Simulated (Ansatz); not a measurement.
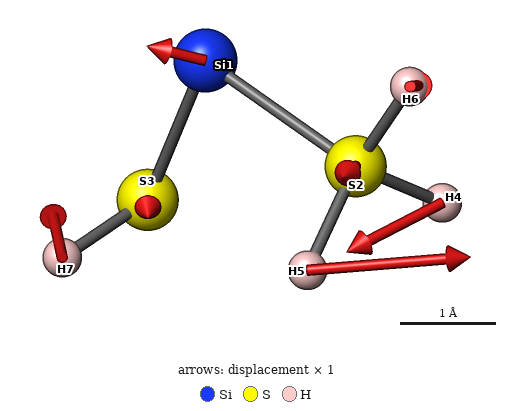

A relaxation of SiH4S2. The starting structure is drawn; red arrows show the displacements, at their true length. The two geometries are superimposed by the best rigid fit.

The picture is a ball-and-stick view, seen at a tilt.

It is one of the separated reactants of a reaction.

Computed with RKS PBE-D4/def2-SVP in Ansatz. Settings: force threshold 0.03 eV/Å; at most 250 steps.

Q: What happened in the run?

A: H5 moves most after the best rigid fit: 1.79 Å. By element the largest moves are H 1.79 Å, Si 0.67 Å, S 0.65 Å. Among the contacts that change: Si1–S2 2.143 → 2.845 Å, S2–H5 1.360 → 1.652 Å, S2–S3 3.155 → 3.270 Å, Si1–S3 2.065 → 2.145 Å. Bonds break: Si1–S2 (2.14 → 2.84 Å). Bond angles that change, for instance: H4–S2–H5 109.8° → 85.1°, H5–S2–H6 110.2° → 86.2°, H4–S2–H6 110.6° → 98.7°. The energy falls by 49.8 kcal/mol in 24 accepted moves (26 points after the start). Largest force component: 4.7 eV/Å at the start, 0.03 eV/Å at the end. The line search rejected the trial steps at points 16, 24 of the run.
